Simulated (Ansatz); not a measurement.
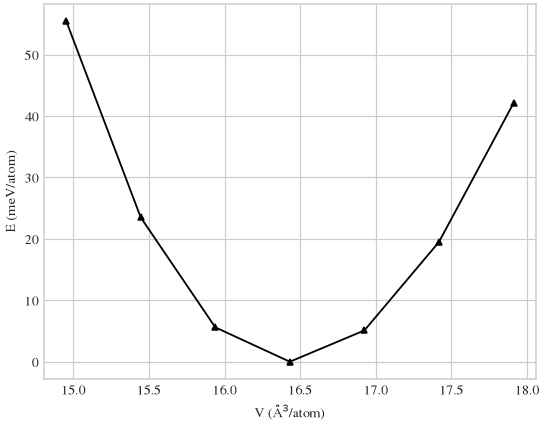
*La₂O₃ (La2O3 or Ni2Al3 type, P-3m1) under volume change, r²SCAN (plane waves, PAW; program Ansatz), shape and atoms relaxed at each volume.*

**Question.** What does a third-order Birch–Murnaghan fit give for V₀, B₀ and B′?

**Answer.** V₀ = 16.43 Å³/atom, B₀ = 116 GPa, B′ = 3.6.

Symmetry was held in the r²SCAN relaxation. Scalar-relativistic: spin–orbit coupling is off unless named, which matters more the heavier the elements.

Potentials: the later of the program's two PAW sets.
